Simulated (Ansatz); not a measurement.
```tsv
atom	x (Å)	y (Å)	z (Å)
Al	0.0652	-0.0582	0.1706
Cl	0.0096	0.7026	2.1692
Cl	1.8475	0.3761	-0.8990
H	-1.2805	-0.1480	-0.6365
O	0.2974	-1.9719	0.6664
H	-0.3296	-2.6148	0.3483
H	0.5255	-2.1679	1.5718
```

The calculation used RHF/6-31G* (Ansatz).

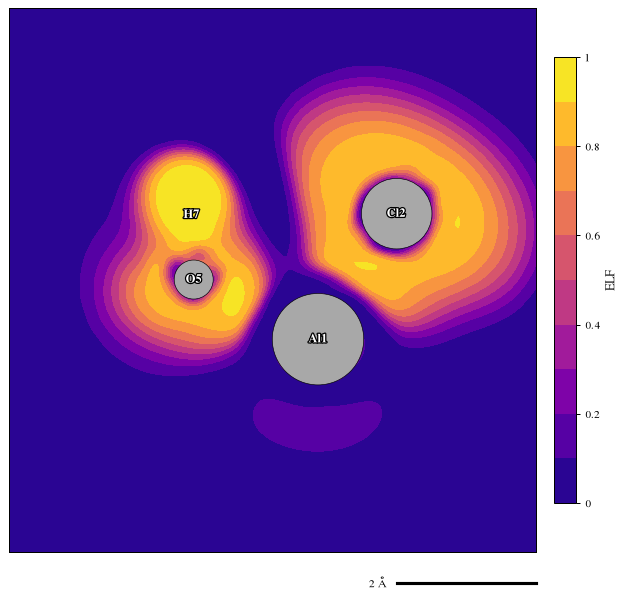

AlCl2H3O. ELF on the plane of atoms Cl2, Al1 and O5. Grey discs cover the atomic cores.

> Interpret the plot.

- Atoms in the plane: Al, Cl, O and H.
- Al–O (1.99 Å): the ELF peaks at about 0.95 in the valence shell of O, 0.6 Å from its nucleus, and is about 0.45 at the midpoint.
- Al–Cl (2.14 Å): the ELF peaks at about 0.90 in the valence shell of Cl, 0.9 Å from its nucleus, and is about 0.85 at the midpoint.
- O–H (0.95 Å): the ELF climbs to about 1 towards the hydrogen, as it does in any bond to H; an ordinary covalent bond to hydrogen.
- The ELF also peaks beside Cl2, away from the bonds: lone-pair regions.
